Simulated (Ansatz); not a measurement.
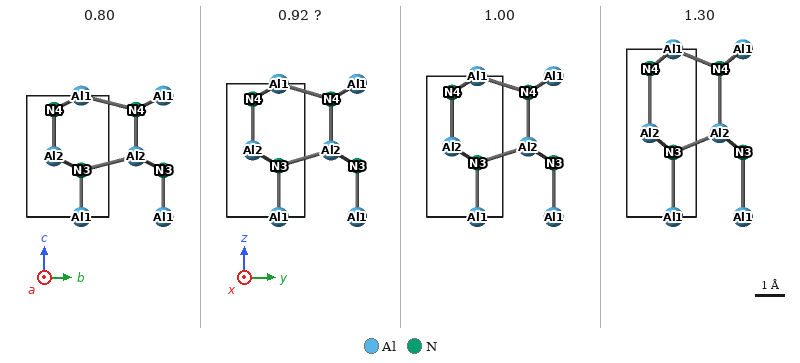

A crystal of AlN (P6_3mc): the ratio of the cell's length along z to its lengths across, counted as 1 for the reference, is changed at fixed volume (a c/a path), with the atoms kept at their fractional coordinates. x, y and z are the Cartesian axes of the input. Style: ball-and-stick. Shown: the cell of the calculation, repeated 2 × 2 × 1 with one cell outlined, along the a axis.

Computed with DFT LDA, scalar-relativistic, plane waves, PAW in Ansatz 0.2.0. Set-up: plane-wave cutoff 420 eV; k-point mesh 9 × 9 × 6; occupations gaussian; smearing width 0.05 eV; no spin polarisation. Energies (free energies at the smearing named) are counted from the cell as listed in its source, which wasn't relaxed.

```
axial ratio over its reference value  E − E(ref) (meV/atom)
                                0.80                    423
                                0.85                    217
                                0.92                      ?
                                0.96                     11
                                1.00                      0
                                1.05                     22
                                1.10                     78
                                1.20                    268
                                1.30                    536
```

Fill in the missing row.

Answer. A straight line between the two neighbours gives 86 meV/atom. A cubic through the four nearest rows (0.80, 0.85, 0.96, 1.00) gives, with Lagrange weights, (−0.1400)(423) + (0.4655)(217) + (0.9545)(11) + (−0.2800)(0) = 52 meV/atom. The calculation gives 53 meV/atom, so the cubic is 1 meV/atom too low and the straight line 33 meV/atom too high, as the curve bends upwards here.

The whole profile:

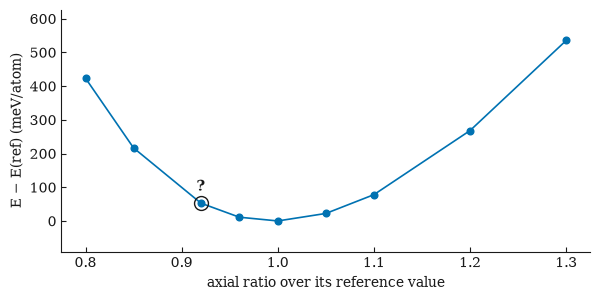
